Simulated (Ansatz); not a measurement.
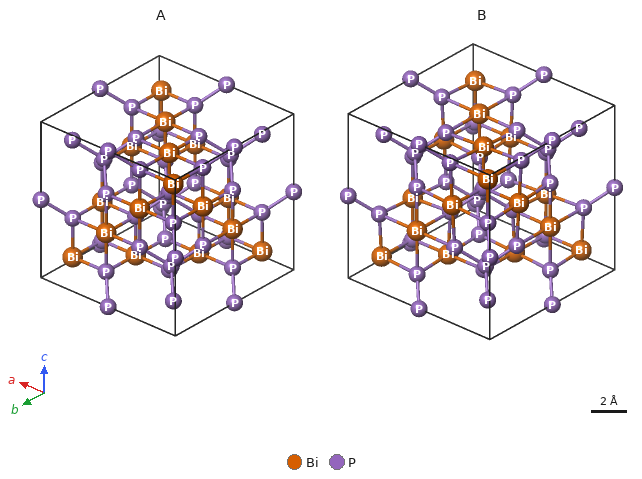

Two geometries of a crystal of Bi2P5 (a generated structure, set up in Fd-3m) (coarse preliminary run), drawn at one scale. One is the start of a relaxation, the other its converged end. A ball-and-stick model of the conventional cell (4 times the calculation's cell), seen from a free direction. Lengths and directions refer to the drawn axes.

Theory: DFT PBE, scalar-relativistic, plane waves, PAW (Ansatz 0.2.0). (plane-wave cutoff 420 eV; k-point mesh 4 × 4 × 4; occupations gaussian; smearing width 0.1 eV; no spin polarisation; cell and atoms relaxed; force threshold 0.04 eV/Å; at most 70 steps)

> Which geometry has the lower energy?

Structure B is the relaxed one. After 3 accepted moves (4 points after the start) the energy has fallen by 3.746 eV per cell of the calculation. The largest force component goes from 1.5 to 0.0034 eV/Å. The pressure goes from 16.90 to 0.09 GPa. The SCF was repeated once at an unchanged geometry on a basis and grid sized afresh for the cell, which shifted the energy by 18.9 meV per cell of the calculation at most. The largest moves relative to the cell, 0.17 Å, are those of P atoms. Bi stays in place. Cell: a = b = c 10.511 → 11.083 Å (+5.4 %). Volume +17.2 %. Some distances before and after: Bi–P 2.623 → 2.867 Å, P–P 2.285 → 2.238 Å. Among the angles between lasting bonds that change: Bi–P–Bi 90.2° → 86.2°, P–Bi–P 89.8° → 93.7°, P–Bi–P 90.2° → 86.3°. The space group stays Fd-3m (No. 227).
